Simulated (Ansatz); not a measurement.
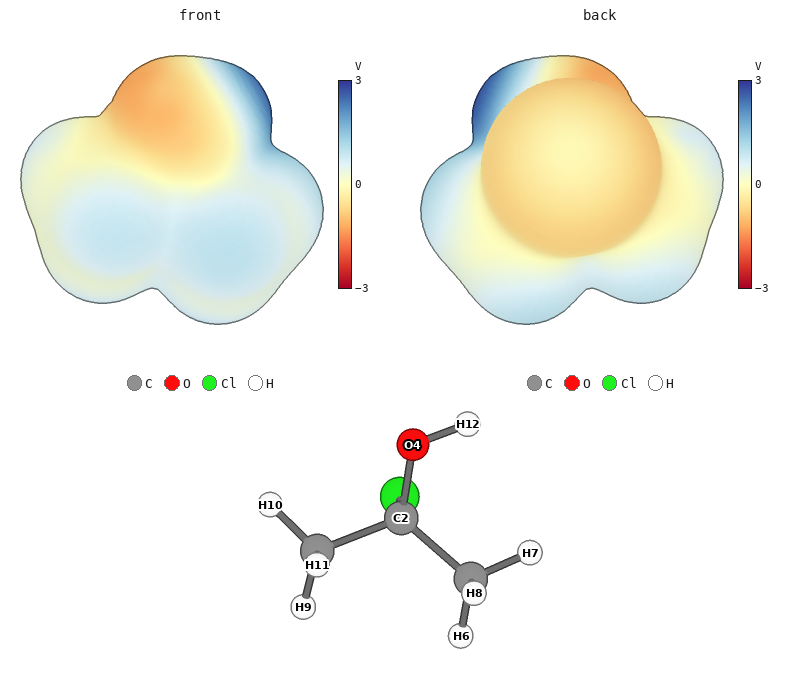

Figure 1: C₃H₇ClO (SMILES CC(C)(O)Cl). The molecular electrostatic potential painted on the density surface at 0.002 e/bohr³, seen from the front and from behind; red is negative and blue positive. The bare structure is drawn below in the same view.

Geometry: PBE0-D4/def2-TZVP.

These are results of RKS PBE0-D4/def2-TZVPP in Ansatz 0.2.0, not measurements.

Input file:

```
crystal:
  periodic: [false, false, false]
  atoms:
    - {symbol: C, position_ang: [-0.878225, 0.659102, -0.650610]}
    - {symbol: C, position_ang: [0.371251, -0.027964, -0.144685]}
    - {symbol: C, position_ang: [0.257080, -0.521919, 1.275290]}
    - {symbol: O, position_ang: [0.736953, -1.101657, -0.932180]}
    - {symbol: Cl, position_ang: [1.718655, 1.234487, -0.187802]}
    - {symbol: H, position_ang: [-1.137536, 1.510402, -0.021939]}
    - {symbol: H, position_ang: [-0.732670, 1.020960, -1.670603]}
    - {symbol: H, position_ang: [-1.703253, -0.057794, -0.642462]}
    - {symbol: H, position_ang: [0.030595, 0.301545, 1.950910]}
    - {symbol: H, position_ang: [1.191433, -0.990855, 1.581495]}
    - {symbol: H, position_ang: [-0.544074, -1.263041, 1.328438]}
    - {symbol: H, position_ang: [0.766592, -0.818369, -1.851753]}
basis:
  gaussian: {orbitals: def2-TZVPP}
hamiltonian: {xc: pbe0, dispersion: d4}
output: {orbitals: {seedname: orbitals}}
```

Run with:

```sh
ansatz run in.yaml --threads 4 --pin off --events-out ev --progress --plain --max-ram 10444MiB
```

Which sites attract a positive test charge, and which a negative one?

Answer. A positive charge is drawn to the negative regions and a negative charge to the positive ones. The most negative region (about −1.2 V) lies over O4, the most positive (about +2.6 V) over H12. O4 is the likeliest acceptor of a hydrogen bond.
